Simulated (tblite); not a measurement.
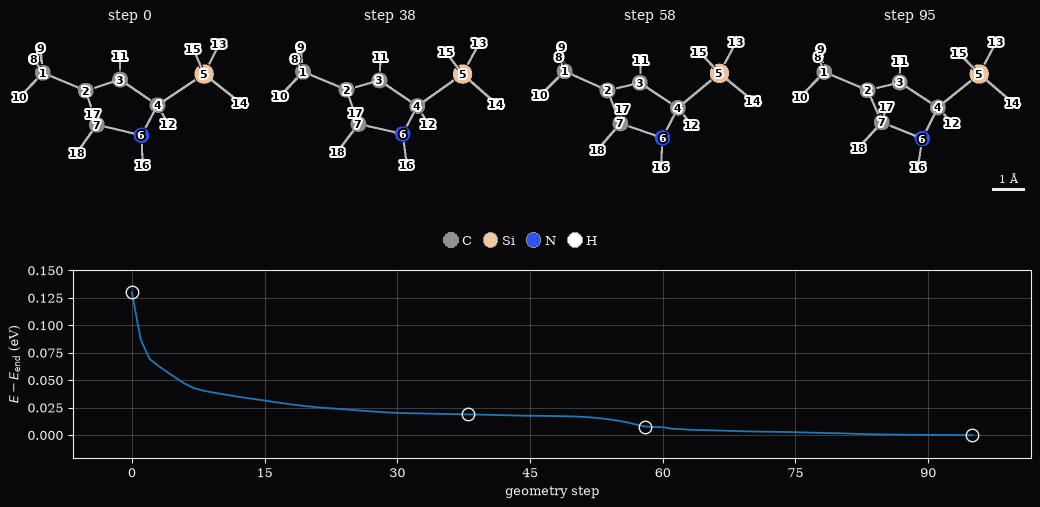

Frames of a relaxation of C5H11NSi, marked on the history of the run. The picture is a ball-and-stick view, seen at a tilt.

These are results of GFN2-xTB geometry optimisation, gas phase (tblite), not measurements. 

> What happens along the run?

After 95 geometry steps the energy has fallen by 0.130 eV. The atom that moves furthest after the best rigid fit is H17 (0.49 Å). Largest moves by element: H 0.49 Å, N 0.23 Å, Si 0.19 Å, C 0.18 Å. Among the contacts that change: Si5–H14 1.495 → 1.461 Å, C4–N6 1.500 → 1.476 Å, C2–C7 1.489 → 1.513 Å, Si5–H15 1.484 → 1.461 Å. Among the angles between lasting bonds that change: Si5–C4–N6 110.2° → 105.9°, C4–Si5–H15 112.7° → 108.9°, H13–Si5–H14 107.0° → 110.6°. The run took 0.55 s on 1 thread of Arm Neoverse V2, on a shared host. From step 0 to 38: H15 moves most (0.26 Å), energy −0.111 eV. From step 38 to 58: H16 moves most (0.33 Å), energy −0.011 eV. From step 58 to 95: H17 moves most (0.16 Å), energy −0.008 eV.
